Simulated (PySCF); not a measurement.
# C3H4F2O: fields and orbitals

For C3H4F2O, the scripts below pull one bond apart with RHF, UHF and CASSCF and measure its response to a uniform field.

The runs use PySCF 2.14.0; levels as typed in each script, gas phase, geometry from GFN2-xTB.

**1. The system as given**

SMILES `FC1(F)COC1`, 10 atoms, charge 0, spin multiplicity 1.

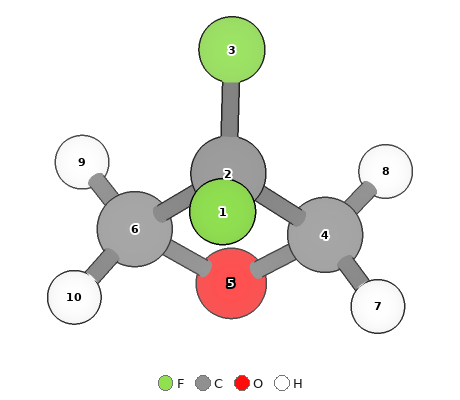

The structure; fluorine green, carbon grey, oxygen red, hydrogen white; atoms are numbered from 1 in the order of the file.

Coordinates:

```
F    -1.2367   -1.0775    0.0156
C    -0.4191   -0.0001    0.0000
F    -1.2368    1.0775   -0.0154
C     0.6979    0.0153    1.0400
O     1.6791    0.0000   -0.0002
C     0.6977   -0.0150   -1.0402
H     0.7424   -0.8748    1.6712
H     0.7433    0.9219    1.6453
H     0.7419    0.8750   -1.6714
H     0.7410   -0.9234   -1.6455
```

**2. Stretching a bond (def2-svp)**

Contents of input.py:

```python
import numpy as np
from pyscf import gto, scf, mcscf

mol = gto.M(atom='''
F     -1.23665    -1.07747     0.01564
C     -0.41914    -0.00010     0.00003
F     -1.23678     1.07752    -0.01538
C      0.69794     0.01528     1.04003
O      1.67914    -0.00003    -0.00016
C      0.69771    -0.01500    -1.04019
H      0.74242    -0.87477     1.67119
H      0.74335     0.92187     1.64533
H      0.74195     0.87505    -1.67137
H      0.74101    -0.92345    -1.64547
''', basis='def2-svp', charge=0, spin=0, verbose=4)
# stretch the bond between atoms 4 and 8, from long to short, fragments rigid
a, b, move = 3, 7, [7]
xyz = mol.atom_coords(unit='Angstrom')
u = xyz[b] - xyz[a]
r0 = np.linalg.norm(u)
rows, last, dm_u = [], None, None
for r in [3.0, 2.35, 1.93, 1.66, 1.44, 1.28, 1.18, 1.07, 0.98]:
    new = xyz.copy()
    new[move] += u / r0 * (r - r0)
    m = mol.set_geom_(new, unit='Angstrom', inplace=False)
    rhf = scf.RHF(m).density_fit(auxbasis='def2-universal-jkfit').run()
    uhf = scf.UHF(m).density_fit(auxbasis='def2-universal-jkfit').newton()
    if dm_u is None:
        c = rhf.mo_coeff
        h = m.nelectron // 2 - 1
        ca, cb = c.copy(), c.copy()
        ca[:, h], cb[:, h] = (c[:, h] + c[:, h + 1]) / 2**.5, (c[:, h] - c[:, h + 1]) / 2**.5
        dm_u = np.array([x[:, :h + 1] @ x[:, :h + 1].T for x in (ca, cb)])
    uhf.kernel(dm0=dm_u)
    for _ in range(3):
        c, _, stable, _ = uhf.stability(return_status=True)
        if stable:
            break
        uhf.kernel(c, uhf.mo_occ)
    dm_u = uhf.make_rdm1()
    mc = mcscf.CASSCF(rhf, 2, 2)
    mc.natorb = True
    mc.fix_spin_(ss=0)
    guess = mcscf.addons.make_natural_orbitals(uhf)[1] if last is None else mcscf.project_init_guess(mc, last.mo_coeff, last.mol)
    mc.kernel(guess)
    last = mc
    act = slice(mc.ncore, mc.ncore + mc.ncas)
    print('r %.3f  RHF %.6f  UHF %.6f  <S^2> %.3f  CASSCF %.6f  occupations' % (r, rhf.e_tot, uhf.e_tot, uhf.spin_square()[0], mc.e_tot), mc.mo_occ[act].round(4))
    rows.append((new, rhf.e_tot, uhf.e_tot, uhf.spin_square()[0], mc.e_tot, mc.mo_occ[act], mc.mo_coeff[:, act], dm_u[0] - dm_u[1], rhf.converged and uhf.converged and mc.converged))
    np.savez('result.npz', **{k: [row[i] for row in rows] for i, k in enumerate('xyz rhf uhf s2 cas occ c spin ok'.split())})
```

Launch:

```
$ OMP_NUM_THREADS=1 python input.py
```

Standard output:

```text
[ENV] PYSCF_TMPDIR <dir>
[ENV] PYSCF_MAX_MEMORY 1375
[INPUT] verbose = 4
[INPUT] num. atoms = 10
[INPUT] num. electrons = 48
[INPUT] charge = 0
[INPUT] spin (= nelec alpha-beta = 2S) = 0
[INPUT] symmetry False subgroup None
[INPUT] Mole.unit = angstrom
[INPUT] Symbol           X                Y                Z      unit          X                Y                Z       unit  Magmom
[INPUT]  1 F     -1.236650000000  -1.077470000000   0.015640000000 AA   -2.336929811943  -2.036123207435   0.029555316588 Bohr   0.0
[INPUT]  2 C     -0.419140000000  -0.000100000000   0.000030000000 AA   -0.792059807850  -0.000188972612   0.000056691784 Bohr   0.0
[INPUT]  3 F     -1.236780000000   1.077520000000  -0.015380000000 AA   -2.337175476340   2.036217693741  -0.029063987796 Bohr   0.0
[INPUT]  4 C      0.697940000000   0.015280000000   1.040030000000 AA    1.318915451379   0.028875015183   1.965371861331 Bohr   0.0
[INPUT]  5 O      1.679140000000  -0.000030000000  -0.000160000000 AA    3.173114724802  -0.000056691784  -0.000302356180 Bohr   0.0
[INPUT]  6 C      0.697710000000  -0.015000000000  -1.040190000000 AA    1.318480814370  -0.028345891868  -1.965674217511 Bohr   0.0
[INPUT]  7 H      0.742420000000  -0.874770000000   1.671190000000 AA    1.402970469400  -1.653075721986   3.158091402112 Bohr   0.0
[INPUT]  8 H      0.743350000000   0.921870000000   1.645330000000 AA    1.404727914695   1.742081822453   3.109223084531 Bohr   0.0
[INPUT]  9 H      0.741950000000   0.875050000000  -1.671370000000 AA    1.402082298121   1.653604845301  -3.158431552814 Bohr   0.0
[INPUT] 10 H      0.741010000000  -0.923450000000  -1.645470000000 AA    1.400305955564  -1.745067589730  -3.109487646188 Bohr   0.0

nuclear repulsion = 259.396301460858
number of shells = 48
number of NR pGTOs = 172
number of NR cGTOs = 104
basis = def2-svp
ecp = {}
New geometry
   1 F     -1.236650000000  -1.077470000000   0.015640000000 AA   -2.336929811943  -2.036123207435   0.029555316588 Bohr
   2 C     -0.419140000000  -0.000100000000   0.000030000000 AA   -0.792059807850  -0.000188972612   0.000056691784 Bohr
   3 F     -1.236780000000   1.077520000000  -0.015380000000 AA   -2.337175476340   2.036217693741  -0.029063987796 Bohr
   4 C      0.697940000000   0.015280000000   1.040030000000 AA    1.318915451379   0.028875015183   1.965371861331 Bohr
   5 O      1.679140000000  -0.000030000000  -0.000160000000 AA    3.173114724802  -0.000056691784  -0.000302356180 Bohr
   6 C      0.697710000000  -0.015000000000  -1.040190000000 AA    1.318480814370  -0.028345891868  -1.965674217511 Bohr
   7 H      0.742420000000  -0.874770000000   1.671190000000 AA    1.402970469400  -1.653075721986   3.158091402112 Bohr
   8 H      0.822803182339   2.508116654412   2.704414150405 AA    1.554872669042   4.739653565298   5.110602071663 Bohr
   9 H      0.741950000000   0.875050000000  -1.671370000000 AA    1.402082298121   1.653604845301  -3.158431552814 Bohr
  10 H      0.741010000000  -0.923450000000  -1.645470000000 AA    1.400305955564  -1.745067589730  -3.109487646188 Bohr

******** <class 'pyscf.df.df_jk.DFRHF'> ********
method = DFRHF
initial guess = minao
damping factor = 0
level_shift factor = 0
DIIS = <class 'pyscf.scf.diis.CDIIS'>
diis_start_cycle = 1
diis_space = 8
diis_damp = 0
SCF conv_tol = 1e-09
SCF conv_tol_grad = None
SCF max_cycles = 50
direct_scf = False
Set gradient conv threshold to 3.16228e-05
Initial guess from minao.
******** <class 'pyscf.df.df.DF'> ********
auxbasis = def2-universal-jkfit
init E= -390.040526301582
[... the frontier-level lines of each cycle are left out ...]
cycle= 1 E= -388.728837907805  delta_E= 1.31  |g|= 1.07  |ddm|= 3.16
cycle= 2 E= -388.755178121926  delta_E= -0.0263  |g|= 1.01  |ddm|= 1.93
cycle= 3 E= -389.036922238753  delta_E= -0.282  |g|= 0.181  |ddm|= 1.18
cycle= 4 E= -389.047131923456  delta_E= -0.0102  |g|= 0.0664  |ddm|= 0.267
cycle= 5 E= -389.048837227938  delta_E= -0.00171  |g|= 0.0161  |ddm|= 0.0982
cycle= 6 E= -389.048964707831  delta_E= -0.000127  |g|= 0.00678  |ddm|= 0.0269
cycle= 7 E= -389.048990616179  delta_E= -2.59e-05  |g|= 0.00223  |ddm|= 0.0121
cycle= 8 E= -389.048994543929  delta_E= -3.93e-06  |g|= 0.000832  |ddm|= 0.0046
cycle= 9 E= -389.048995061695  delta_E= -5.18e-07  |g|= 0.000247  |ddm|= 0.00174
cycle= 10 E= -389.048995126841  delta_E= -6.51e-08  |g|= 6.31e-05  |ddm|= 0.000713
cycle= 11 E= -389.048995131242  delta_E= -4.4e-09  |g|= 2.07e-05  |ddm|= 0.000201
cycle= 12 E= -389.048995131585  delta_E= -3.43e-10  |g|= 9.11e-06  |ddm|= 5.23e-05
Extra cycle  E= -389.048995131614  delta_E= -2.84e-11  |g|= 6.71e-06  |ddm|= 1.71e-05
converged SCF energy = -389.048995131614

******** <class 'pyscf.soscf.newton_ah.SecondOrderDFUHF'> ********
method = SecondOrderDFUHF
initial guess = minao
damping factor = 0
level_shift factor = 0
DIIS = <class 'pyscf.scf.diis.CDIIS'>
diis_start_cycle = 1
diis_space = 8
diis_damp = 0
SCF conv_tol = 1e-09
SCF conv_tol_grad = None
SCF max_cycles = 50
direct_scf = False
number electrons alpha = 24  beta = 24
******** <class 'pyscf.df.df_jk.DFUHF'> Newton solver flags ********
SCF tol = 1e-09
conv_tol_grad = None
max. SCF cycles = 50
direct_scf = False
max_cycle_inner = 12
max_stepsize = 0.05
ah_start_tol = 1e+09
ah_level_shift = 0
ah_conv_tol = 1e-12
ah_lindep = 1e-14
ah_start_cycle = 1
ah_max_cycle = 40
ah_grad_trust_region = 2.5
kf_interval = 4
kf_trust_region = 5
canonicalization = True
Set conv_tol_grad to 3.16228e-05
******** <class 'pyscf.df.df.DF'> ********
auxbasis = def2-universal-jkfit
Initial guess E= -389.1728098248  |g|= 0.0667249
macro= 0  E= -389.179719826178  delta_E= -0.00691  |g|= 0.00016594  4 KF 17 JK
macro= 1  E= -389.179719827738  delta_E= -1.56012e-09  |g|= 2.81893e-05  1 KF 4 JK
macro= 2  E= -389.179719827738  delta_E= 4.54747e-13  |g|= 9.17507e-06  1 KF 2 JK
Canonicalize SCF orbitals
macro X = 3  E=-389.179719827738  |g|= 9.17507e-06  total 7 KF 27 JK
converged SCF energy = -389.179719827738  <S^2> = 0.990673  2S+1 = 2.22771
uhf_internal: lowest eigs of H = [0.41005416 0.48828959 0.53963684]
<class 'pyscf.soscf.newton_ah.SecondOrderDFUHF'> wavefunction is stable in the internal stability analysis

******** <class 'pyscf.mcscf.df.DFCASSCF'> ********
CAS (1e+1e, 2o), ncore = 23, nvir = 79
max_cycle_macro = 50
max_cycle_micro = 4
conv_tol = 1e-07
conv_tol_grad = None
orbital rotation max_stepsize = 0.02
orbital rotation threshold for CI restart = 0.01
augmented hessian ah_max_cycle = 30
augmented hessian ah_conv_tol = 1e-12
augmented hessian ah_linear dependence = 1e-14
augmented hessian ah_level shift = 1e-08
augmented hessian ah_start_tol = 2.5
augmented hessian ah_start_cycle = 3
augmented hessian ah_grad_trust_region = 3
kf_trust_region = 3
kf_interval = 4
ci_response_space = 4
...
Initial guess E= -389.309826826513  |g|= 0.0199617
macro= 0  E= -389.31008823516  delta_E= -0.000261409  |g|= 1.39542e-05  3 KF 10 JK
macro= 1  E= -389.310088235164  delta_E= -3.63798e-12  |g|= 5.16871e-06  1 KF 2 JK
Canonicalize SCF orbitals
macro X = 2  E=-389.310088235164  |g|= 5.16871e-06  total 5 KF 15 JK
converged SCF energy = -389.310088235164  <S^2> = -7.8159701e-14  2S+1 = 1
uhf_internal: lowest eigs of H = [0.72280905 0.80371374 0.856201  ]
<class 'pyscf.soscf.newton_ah.SecondOrderDFUHF'> wavefunction is stable in the internal stability analysis

******** <class 'pyscf.mcscf.df.DFCASSCF'> ********
CAS (1e+1e, 2o), ncore = 23, nvir = 79
max_cycle_macro = 50
max_cycle_micro = 4
conv_tol = 1e-07
conv_tol_grad = None
orbital rotation max_stepsize = 0.02
orbital rotation threshold for CI restart = 0.01
augmented hessian ah_max_cycle = 30
augmented hessian ah_conv_tol = 1e-12
augmented hessian ah_linear dependence = 1e-14
augmented hessian ah_level shift = 1e-08
augmented hessian ah_start_tol = 2.5
augmented hessian ah_start_cycle = 3
augmented hessian ah_grad_trust_region = 3
kf_trust_region = 3
kf_interval = 4
ci_response_space = 4
ci_grad_trust_region = 3
with_dep4 0
natorb = True
canonicalization = True
sorting_mo_energy = False
ao2mo_level = 2
internal_rotation = False
******** <class 'pyscf.fci.addons.SpinPenaltyFCISolver'> ********
max. cycles = 50
conv_tol = 1e-08
davidson only = True
linear dependence = 1e-12
level shift = 0.001
max iter space = 12
nroots = 1
pspace_size = 400
spin = None
DFCASCI/DFCASSCF: density fitting for JK matrix and 2e integral transformation
CASCI E = -389.303999494183  S^2 = 0.0000000
Set conv_tol_grad to 0.000316228
macro iter   1 ( 12 JK    4 micro), CASSCF E = -389.323166590428  dE = -1.91670962e-02  S^2 = 0.0000000
               |grad[o]|=0.532  |grad[c]|=0.0174  |ddm|=0.0263  |maxRot[o]|=0.0305
macro iter   2 ( 11 JK    4 micro), CASSCF E = -389.323170463335  dE = -3.87290663e-06  S^2 = 0.0000000
               |grad[o]|=0.00509  |grad[c]|=5.24e-05  |ddm|=0.000794  |maxRot[o]|=0.00488
macro iter   3 (  3 JK    1 micro), CASSCF E = -389.323170463764  dE = -4.28485691e-10  S^2 = 0.0000000
               |grad[o]|=2.87e-05  |grad[c]|=9.91e-06  |ddm|=1.29e-05  |maxRot[o]|=3.42e-05
1-step CASSCF converged in   3 macro ( 26 JK   9 micro) steps
CASSCF canonicalization
Natural occ [1.98802975 0.01197025]
Natural orbital (expansion on meta-Lowdin AOs) in CAS space
               #1        #2
0 F 1s          -0.00008  -0.00003
0 F 2s           0.01488   0.00707
0 F 3s           0.00257   0.00095
0 F 2px         -0.02970  -0.01965
0 F 2py         -0.00590  -0.00348
0 F 2pz         -0.01447  -0.01027
0 F 3px          0.00455   0.00703
0 F 3py         -0.00083  -0.00291
0 F 3pz          0.00533   0.01161
0 F 3dxy         0.00012  -0.00124
0 F 3dyz        -0.00035   0.00068
0 F 3dz^2       -0.00034  -0.00015
0 F 3dxz        -0.00055   0.00180
0 F 3dx2-y2     -0.00045   0.00102
1 C 1s          -0.00031   0.00016
1 C 2s          -0.01972   0.01052
1 C 3s          -0.00298   0.00552
1 C 2px         -0.01038   0.00174
1 C 2py          0.03900   0.00039
1 C 2pz         -0.03423  -0.01530
1 C 3px          0.00541   0.00412
1 C 3py         -0.01009  -0.03634
1 C 3pz         -0.00571   0.00048
1 C 3dxy         0.00634  -0.00776
1 C 3dyz         0.00375  -0.00892
1 C 3dz^2        0.00029  -0.00691
1 C 3dxz        -0.00294  -0.00958
1 C 3dx2-y2     -0.00263  -0.00450
2 F 1s           0.00011  -0.00001
2 F 2s          -0.01723   0.00215
2 F 3s          -0.00224   0.01219
2 F 2px          0.02848   0.00931
2 F 2py         -0.00513  -0.01163
2 F 2pz          0.01126  -0.00526
2 F 3px         -0.00106   0.00398
2 F 3py         -0.00183   0.00253
2 F 3pz         -0.00120   0.00438
2 F 3dxy         0.00005  -0.00009
2 F 3dyz        -0.00013  -0.00064
2 F 3dz^2        0.00002   0.00001
2 F 3dxz        -0.00055  -0.00017
2 F 3dx2-y2      0.00049   0.00028
3 C 1s           0.00510  -0.00137
3 C 2s           0.32778   0.39386
3 C 3s          -0.03767  -0.02715
3 C 2px          0.05072   0.04756
3 C 2py          0.56248   0.42685
3 C 2pz          0.34493   0.25961
3 C 3px         -0.00796  -0.00760
3 C 3py         -0.05519  -0.07973
3 C 3pz         -0.03539  -0.05803
3 C 3dxy        -0.00321   0.00834
3 C 3dyz         0.03335   0.09216
3 C 3dz^2       -0.00337  -0.01330
3 C 3dxz         0.00291   0.00876
3 C 3dx2-y2     -0.02878  -0.07655
4 O 1s           0.00036   0.00003
4 O 2s          -0.02845  -0.00807
4 O 3s          -0.00538  -0.00414
4 O 2px         -0.00410   0.00400
4 O 2py         -0.07233  -0.06538
4 O 2pz         -0.03291  -0.02921
4 O 3px         -0.00558   0.00088
4 O 3py         -0.02719  -0.03550
4 O 3pz         -0.00799  -0.01204
4 O 3dxy         0.00070   0.01188
4 O 3dyz         0.00218  -0.00856
4 O 3dz^2        0.00187  -0.00806
4 O 3dxz         0.00151   0.00806
4 O 3dx2-y2     -0.00153  -0.00436
5 C 1s          -0.00017  -0.00004
5 C 2s           0.02004   0.02029
5 C 3s           0.00130   0.01078
5 C 2px          0.00396   0.00258
5 C 2py         -0.01272  -0.01152
5 C 2pz          0.02014   0.02593
5 C 3px          0.00017   0.00021
5 C 3py         -0.01307  -0.01381
5 C 3pz          0.00399   0.01870
5 C 3dxy        -0.00383  -0.00200
5 C 3dyz        -0.00136  -0.00246
5 C 3dz^2       -0.00479   0.00056
5 C 3dxz         0.00078   0.00077
5 C 3dx2-y2      0.00122  -0.00053
6 H 1s          -0.04143   0.01481
6 H 2s          -0.00742   0.03594
6 H 2px          0.00290  -0.00236
6 H 2py         -0.00341  -0.02965
6 H 2pz         -0.00246  -0.02056
7 H 1s           0.64873  -0.73067
7 H 2s          -0.08800   0.12609
7 H 2px         -0.00412   0.00427
7 H 2py         -0.02586  -0.04329
7 H 2pz         -0.01739  -0.03381
8 H 1s          -0.00723  -0.00024
8 H 2s          -0.00283   0.00479
8 H 2px         -0.00176  -0.00123
8 H 2py         -0.00004  -0.00259
8 H 2pz          0.00154   0.00257
9 H 1s          -0.00714  -0.00542
9 H 2s          -0.00182   0.00397
9 H 2px          0.00168   0.00086
9 H 2py         -0.00194  -0.00079
9 H 2pz          0.00133  -0.00193
<CAS-nat-orb|mo-hf>  24     14       0.40722982
<CAS-nat-orb|mo-hf>  25     49       0.64707159
CASSCF energy = -389.323170463764
CASCI E = -389.323170463764  E(CI) = -2.18264314233699  S^2 = 0.0000000
r 0.980  RHF -389.310088  UHF -389.310088  <S^2> -0.000  CASSCF -389.323170  occupations [1.988 0.012]
```

It took 4 min on 1 thread of Intel Xeon Platinum 8488C (Sapphire Rapids), shared host; peak memory 0.29 GiB.

**3. Analysis of result.npz**

Energies in eV, each from its own lowest point:

```csv
C4–H8 (Å),RHF,UHF,CASSCF,⟨S²⟩ (UHF),unpaired electrons (CASSCF)
3.00,7.37,3.81,4.24,0.99,1.70
2.35,5.53,3.71,3.76,0.89,0.80
1.93,3.81,3.31,2.84,0.59,0.22
1.66,2.44,2.44,1.87,0.06,0.07
1.44,1.25,1.25,0.94,0.00,0.02
1.28,0.47,0.47,0.31,0.00,0.01
1.18,0.12,0.12,0.04,0.00,0.00
1.07,0.00,0.00,0.00,0.00,0.00
0.98,0.26,0.26,0.32,0.00,0.00
```

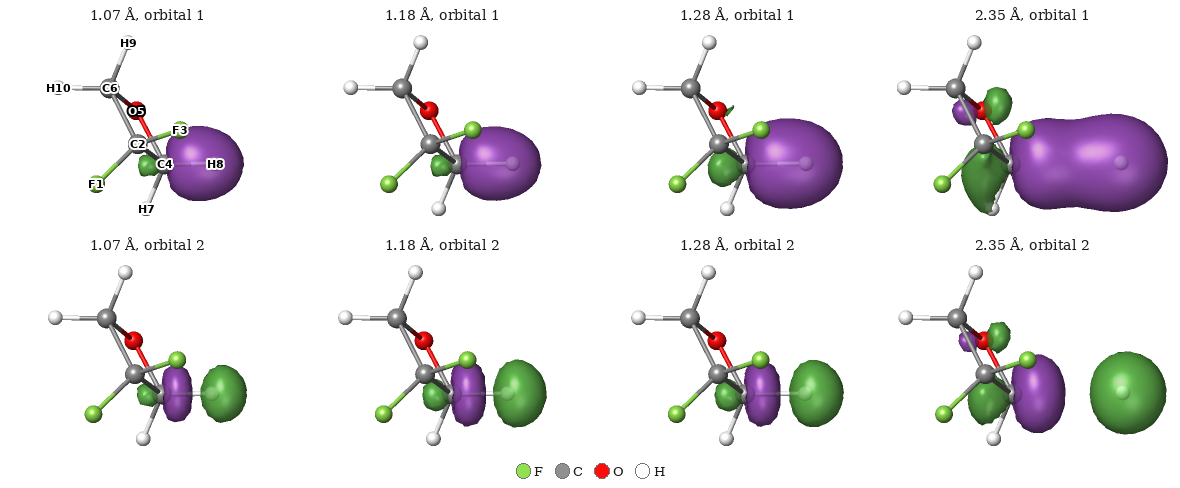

Rigid stretch of the C4–H8 bond. The two CASSCF(2,2) natural orbitals nearest half filling (orbital 1 the more occupied).

How do the occupations change along the stretch?

1.07 Å: 1.98 and 0.02; 1.18 Å: 1.98 and 0.02; 1.28 Å: 1.97 and 0.03; 2.35 Å: 1.61 and 0.39. At the longest distance computed (3.00 Å) they are 1.28 and 0.72, and the effective number of unpaired electrons is 1.7.

Where does the UHF solution part from RHF?

Between 1.44 Å (⟨S²⟩ = 0, the two coincide) and 1.66 Å (⟨S²⟩ = 0.06); at 3.00 Å ⟨S²⟩ is 0.99 and UHF lies 3.6 eV below RHF.

How much energy does the stretch cost?

By CASSCF, 4.2 eV from the lowest point of the scan (1.07 Å) to 3.00 Å; RHF gives 7.4 eV from its own lowest point. The fragments aren't relaxed and dynamic correlation is missing, so this isn't a bond dissociation energy.

(Part 1 of 2 ends here.)
